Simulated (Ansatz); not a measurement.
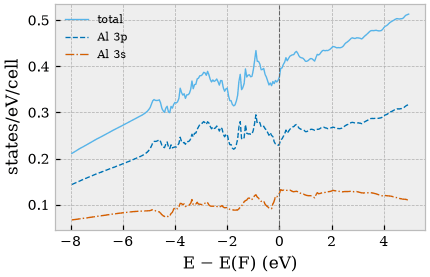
Fig. 1. Total and projected density of states of Al (fcc (Cu type), space group No. 225), DFT-PBEsol in the program Ansatz with PAW potentials

Task: Which orbitals carry the states next to the Fermi level?

Result: Within 0.5 eV of the Fermi level: Al 3p 64 %, Al 3s 30 %, outside the projected shells 6 %. Projections are on Löwdin-orthogonalised atomic valence shells; empty p or d shells of many metals are not among them.

Task: Where is the tallest occupied peak in this window, and what makes it?

Result: Near -0.9 eV, about 0.43 states/eV per cell; the largest projected share is Al 3p.

Space group Fm-3m (fcc (Cu type)). The PBEsol relaxation kept the symmetry of its start.

Potentials: the earlier of the program's two PAW sets. The files were generated under PBE; for other functionals the program regenerates the frozen cores, and for LDA and PBEsol the local potential too.
